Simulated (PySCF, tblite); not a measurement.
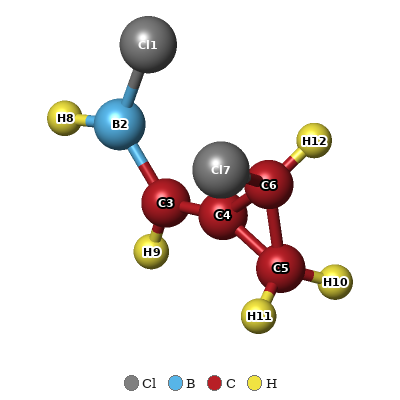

Structure of C₄H₅BCl₂, SMILES ClB/C=C1/C[C@@H]1Cl.

GIAO shifts, PBE0/pcSseg-1 with PySCF 2.14.0, at a GFN2-xTB geometry (a minimum by its frequencies), against TMS for ¹³C, HCl for ³⁵Cl and TMS for ¹H computed at the same level (Cl: the usual scale starts at aqueous chloride instead). Gas phase, fully decoupled, line heights follow the number of nuclei, widths are arbitrary (no quadrupolar broadening); values of one conformer, averaged over methyl-type rotors and exact or near symmetry; other conformers aren't averaged in.

Q: Predict the ¹³C spectrum.

A: 4 signals.


```csv
δ (ppm),nuclei,atoms
167.8,1,C4
131.2,1,C3
36.1,1,C6
16.1,1,C5
```

Q: Predict the ³⁵Cl spectrum.

A: 2 signals.


```
δ (ppm)  nuclei  atoms
  276.0       1    Cl1
  163.5       1    Cl7
```

Q: Which ¹H signals does it give?

A: 5 signals.


```tsv
δ (ppm)	nuclei	atoms
7.34	1	H9
6.63	1	H8
3.88	1	H12
1.76	1	H10
1.40	1	H11
```

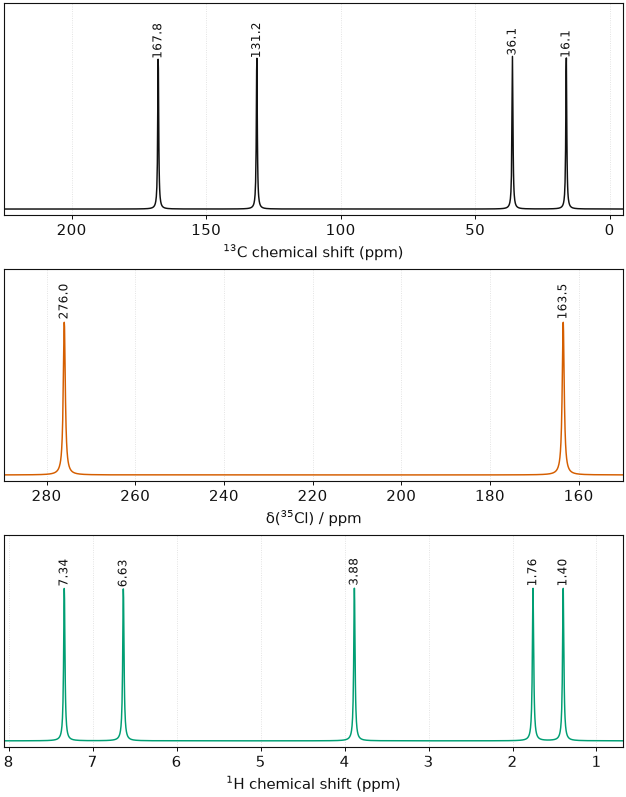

Caveats: the tight-binding geometry is rougher than a DFT one and adds to the error.
